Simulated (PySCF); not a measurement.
**SiF3 (trifluorosilyl): levels of theory compared**

Wanted: a comparison of 6 runs (U-wB97X-V/STO-3G, UM06-2X/STO-3G, UPBE/STO-3G, UMP2/STO-3G, UCCSDT/STO-3G, UCISD/STO-3G) of SiF3 (trifluorosilyl). 

The results are computed with PySCF 2.14.0.

2 further runs of the same task are left out: 2 set aside as unsound or not needed.

## (1) The structure to begin with

The species is SiF3 (4 atoms), meant as a doublet with charge 0. SMILES: `F[Si](F)F`. Geometry: relaxed at GFN2-xTB.

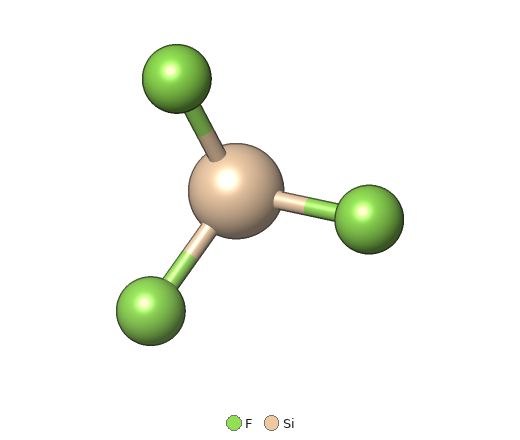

The structure, seen from a chosen angle (fluorine green, silicon light orange).

## (2) A single-point energy at U-wB97X-V/STO-3G (run 1)

The input, job.py:

```python
from pyscf import gto, dft

mol = gto.Mole()
mol.atom = '''
F      0.787890    -0.508980     1.119030
Si    -0.325240     0.244050     0.268860
F     -0.962750    -0.889100    -0.646850
F      0.500100     1.154030    -0.741040
'''
mol.basis = 'sto-3g'
mol.max_memory = 1860
mol.verbose = 4
mol.spin = 1
mol.build()

myscf = dft.UKS(mol, xc='wb97x-v')
myscf.grids.level = 5
myscf.nlcgrids.level = 1
myscf.conv_tol = 1e-10
myscf.kernel()
if not myscf.converged:
    myscf = myscf.newton().run(myscf.mo_coeff, myscf.mo_occ)

e_tot = myscf.e_tot
print('E = %.10f Eh' % e_tot)
```

Launch:

```
$ OMP_NUM_THREADS=1 python job.py
```

The log of the run:

```text
PySCF version 2.14.0

[... 64 lines left out ...]
WARN: HOMO -0.205182652376684 >= LUMO -0.205182652376686
[... 42 lines left out ...]
converged SCF energy = -581.194642910352  <S^2> = 0.75367623  2S+1 = 2.0036729
E = -581.1946429104 Eh
```

It took 20 s on 1 thread of Arm Neoverse V2, shared host; peak memory 0.23 GiB.

## (3) A single-point energy at UM06-2X/STO-3G (run 2)

The input, run.py:

```python
# F[Si](F)F
from pyscf import gto, dft

molecule = gto.Mole()
molecule.atom = '''
F      0.787890    -0.508980     1.119030
Si    -0.325240     0.244050     0.268860
F     -0.962750    -0.889100    -0.646850
F      0.500100     1.154030    -0.741040
'''
molecule.basis = 'sto-3g'
molecule.max_memory = 1860
molecule.verbose = 3
molecule.spin = 1
molecule.build()

mf = dft.UKS(molecule, xc='m06-2x')
mf.grids.level = 5
mf.conv_tol = 1e-10
mf.kernel()
if not mf.converged:
    mf = mf.newton().run(mf.mo_coeff, mf.mo_occ)

e_tot = mf.e_tot
print('E = %.10f Eh' % e_tot)
```

Launch:

```
$ OMP_NUM_THREADS=1 python run.py
```

The log of the run:

```text
WARN: HOMO -0.207083011849506 >= LUMO -0.207083011849504

converged SCF energy = -581.326696892094  <S^2> = 0.75379799  2S+1 = 2.0037944
E = -581.3266968921 Eh
```

Wall time 8.1 s (1 thread of Arm Neoverse V2, shared host); peak memory 0.23 GiB.

Runs 3 to 5 aren't shown in full; the table further down has their settings and results.

## (4) The energy at UCISD/STO-3G (run 6)

The input, job.py:

```python
from pyscf import gto, scf, ci

mol = gto.Mole()
mol.atom = [
    ('F', (0.787890, -0.508980, 1.119030)),
    ('Si', (-0.325240, 0.244050, 0.268860)),
    ('F', (-0.962750, -0.889100, -0.646850)),
    ('F', (0.500100, 1.154030, -0.741040)),
]
mol.max_memory = 1860
mol.spin = 1
mol.basis = 'sto-3g'
mol.charge = 0
mol.verbose = 3
mol.build()

mf = scf.UHF(mol)
mf.conv_tol = 1e-10
mf.kernel()
if not mf.converged:
    mf = mf.newton().run(mf.mo_coeff, mf.mo_occ)

cisd = ci.CISD(mf, frozen=8)
cisd.kernel()
etot = cisd.e_tot
print(f'total energy: {etot:.8f} hartree')
```

Launch:

```
$ OMP_NUM_THREADS=1 python job.py
```

The log of the run:

```text
converged SCF energy = -579.7287106374  <S^2> = 0.7587777  2S+1 = 2.0087585
E(UCISD) = -579.8135546551187  E_corr = -0.08484401771882968
total energy: -579.81355466 hartree
```

Run time: 0.6 s. Hardware: 1 thread of Arm Neoverse V2, shared host; peak memory 0.1 GiB.

## (5) The series

```csv
run,level,nlc grid,integration grid,energy (Eh),dipole moment (D) of the reference,HOMO energy (eV),LUMO energy (eV),wall time
1,U-wB97X-V/STO-3G,1,5,-581.194643,1.06,-5.07,3.21,20 s
2,UM06-2X/STO-3G,–,5,-581.326697,1.25,-4.21,1.78,8.1 s
3,UPBE/STO-3G,–,5,-580.864620,0.62,-0.93,0.18,5.1 s
4,UMP2/STO-3G,–,–,-579.800011,2.08,-7.31,4.84,0.6 s
5,UCCSDT/STO-3G,–,–,-579.822523,2.08,-7.31,4.84,2.6 s
6,UCISD/STO-3G,–,–,-579.813555,2.08,-7.31,4.84,0.6 s
```

## (6) What came out

```
                                                         quantity          value
                                              run 6: total energy  -579.81355 Eh
                      run 6: dipole moment (Hartree–Fock density)         2.08 D
run 6: HOMO energy (Hartree–Fock orbitals) (highest over α and β)       -7.31 eV
 run 6: LUMO energy (Hartree–Fock orbitals) (lowest over α and β)        4.84 eV
               run 6: correlation energy (8 core orbitals frozen)      -84.8 mEh
                         run 6: ⟨S²⟩ of the reference determinant          0.759
```

What this shows: Over runs 1, 2, 3 the dipole moment (its size) runs from 0.62 D (UPBE/STO-3G) to 1.25 D (UM06-2X/STO-3G). Totals of different functionals can't be ranked against each other. In runs 1, 2, 3, 4, 5, 6 the basis is minimal, so the values are rough. All runs together took 37 s, the longest 20 s.
